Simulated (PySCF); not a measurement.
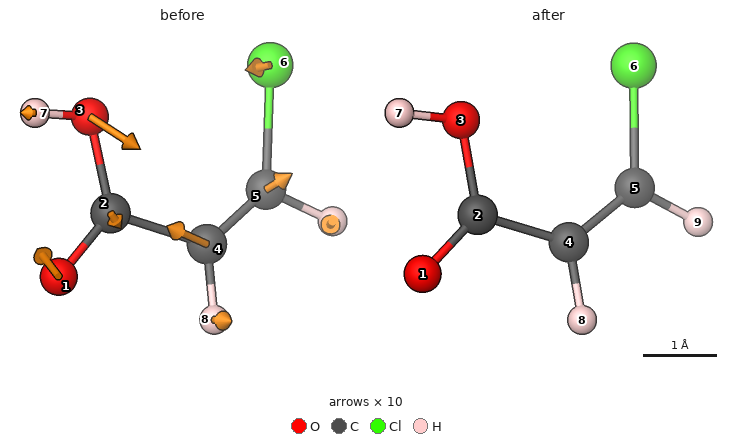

The structure of C3H3ClO2 before (left) and after (right) a relaxation, at one scale. The orange arrows give the displacements, 10 times their true length.

Style: ball-and-stick. Shown at a tilt.

The start comes from MMFF94s. Its atoms were then displaced at random by about 0.03 Å.

Computed with PBE0-D3(BJ)/def2-SVP geometry optimisation, gas phase (PySCF). 

Question: Describe what moved and what it gained.

Answer: The atom that moves furthest after the best rigid fit is O3 (0.091 Å). Largest moves by element: O 0.091 Å, C 0.086 Å, H 0.047 Å, Cl 0.045 Å. Among the contacts that change: C2–C4 1.585 → 1.476 Å, C4–C5 1.259 → 1.340 Å, O3–H7 0.895 → 0.970 Å, O1–C2 1.244 → 1.206 Å. Among the angles between lasting bonds that change: C5–C4–H8 123.7° → 116.8°, C4–C5–Cl6 131.7° → 127.7°, C2–C4–H8 109.3° → 112.8°. Over 8 geometry steps the energy falls by 0.748 eV. The run took 23 s on 1 thread of AMD EPYC 9R14, on a shared host.
